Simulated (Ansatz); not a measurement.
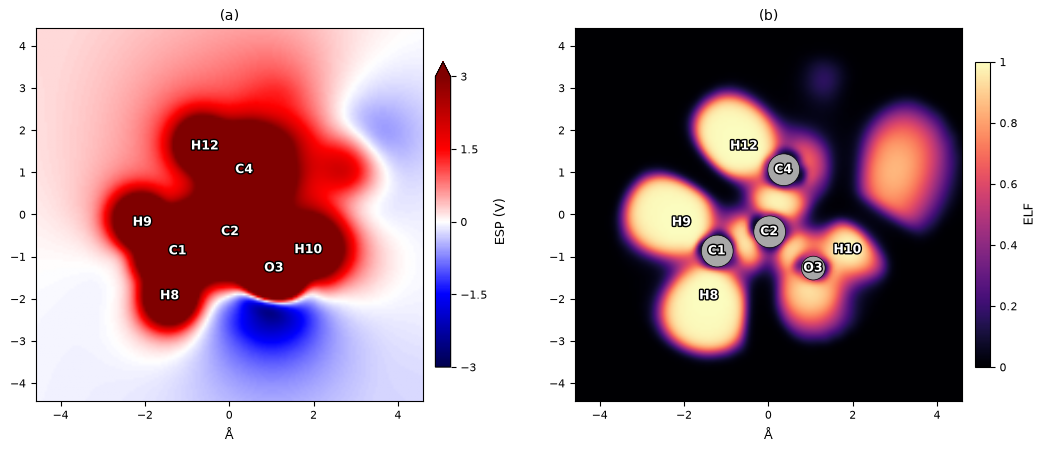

C5H9ClO (SMILES C=C(O)CC(C)Cl). (a) electrostatic potential; (b) electron localisation function on the plane of atoms O3, C2 and C4. Grey discs cover the atomic cores in the ELF map.

Theory: Ansatz, RHF/def2-SVP.

| atom | x (Å) | y (Å) | z (Å) |
| --- | --- | --- | --- |
| C | 0.1406 | -2.1426 | -0.7884 |
| C | 0.2874 | -1.2740 | 0.2012 |
| O | -0.1862 | -1.5619 | 1.4274 |
| C | 1.0142 | 0.0392 | 0.0393 |
| C | 0.1959 | 1.3141 | 0.2648 |
| C | -1.1248 | 1.3762 | -0.4771 |
| Cl | -0.1074 | 1.5736 | 2.0518 |
| H | -0.3658 | -3.0835 | -0.6213 |
| H | 0.5344 | -1.9366 | -1.7726 |
| H | -0.1532 | -0.8145 | 2.0046 |
| H | 1.8771 | 0.0596 | 0.7091 |
| H | 1.4013 | 0.0885 | -0.9783 |
| H | 0.8177 | 2.1631 | -0.0034 |
| H | -0.9453 | 1.2526 | -1.5470 |
| H | -1.6095 | 2.3376 | -0.3146 |
| H | -1.7996 | 0.5861 | -0.1512 |

Read the bonding off the picture.

The plane passes through C, O and H nuclei. C–C (1.32 Å): the ELF peaks at about 0.95 between the atoms: a short, multiple covalent bond. C–O (1.35 Å): the ELF peaks at about 0.90 between the atoms (a shared but strongly polarised pair). O–H (0.94 Å): the ELF climbs to about 1 towards the hydrogen, as it does in any bond to H: an ordinary covalent bond to hydrogen. C–C (1.51 Å): the ELF peaks at about 1 between the atoms: a shared electron pair. C–H (1.08 Å): the ELF climbs to about 1 towards the hydrogen; an ordinary covalent bond to hydrogen. The ELF also peaks beside O3 and Cl7, away from the bonds: lone-pair regions. Outside the dense part of the molecule the potential is most negative (−2.5 V) near O3.
